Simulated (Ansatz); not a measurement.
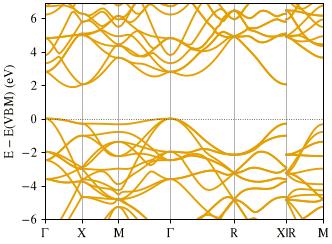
Band structure from the program Ansatz at the PBE level (PAW)

Question: Read off the gap and where the band edges lie.

Answer: About 1.9 eV (1.88 eV by a search for the band edges); maximum at Γ, minimum on the Γ–X line, 76 % of the way from Γ.

The material is SiC in space group Pm-3n (No. 223; Si on 6c, C on 6d).

The start of the workflow was typed in or built on a structure type; neither database checked (COD, Materials Project) lists it. It is not the phase usual at ambient conditions (space group No. 186, 216). The PBE relaxation kept the symmetry of its start; its stability against distortions is not shown here.

Potentials: the later of the program's two PAW sets.
